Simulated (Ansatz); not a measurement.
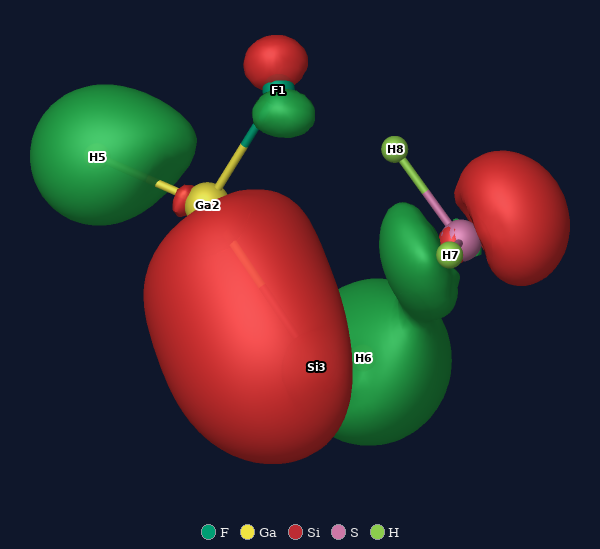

The picture shows: FGaH₄SSi. The HOMO−1 at ±0.1 Å⁻³ᐟ² (green and red are the two phases), seen at a tilt.

These are results of Ansatz 0.2.0, UKS B3LYP-D4/def2-SVP, not measurements.

Input file:

```
crystal:
  periodic: [false, false, false]
  atoms:
    - { symbol: F, position_ang: [-2.30565, 0.05016, -0.79029] }
    - { symbol: Ga, position_ang: [-0.75734, 0.9039, -0.92586] }
    - { symbol: Si, position_ang: [0.97778, 0.08933, 0.55455] }
    - { symbol: S, position_ang: [0.49775, -1.99423, 0.8344] }
    - { symbol: H, position_ang: [-0.93144, 1.99599, -2.07954] }
    - { symbol: H, position_ang: [0.98956, 0.74515, 1.87328] }
    - { symbol: H, position_ang: [1.72946, -2.59789, 0.98571] }
    - { symbol: H, position_ang: [-0.79625, -1.87527, 0.55286] }
magnetization:
  spin_polarized: true
basis:
  gaussian: { orbitals: def2-SVP }
hamiltonian:
  xc: b3lyp
  dispersion: d4
relax:
  f_tol: 0.02
  max_steps: 50
output:
  orbitals: {}
```

Launched as:

```sh
ansatz run input.yaml --threads 2 --pin off --max-ram 3072MiB --backend cpu --events-out ev --progress --plain --runs-dir out
```

The fields are those of the relaxed geometry.

Question: Describe this orbital and give its energy.

Answer: By Hirshfeld shares it lies mainly on Si3 (about 40 %), Ga2 (about 20 %), H6 (about 15 %), S4 (about 10 %) and H5 (about 10 %). Its energy is −7.42 eV.
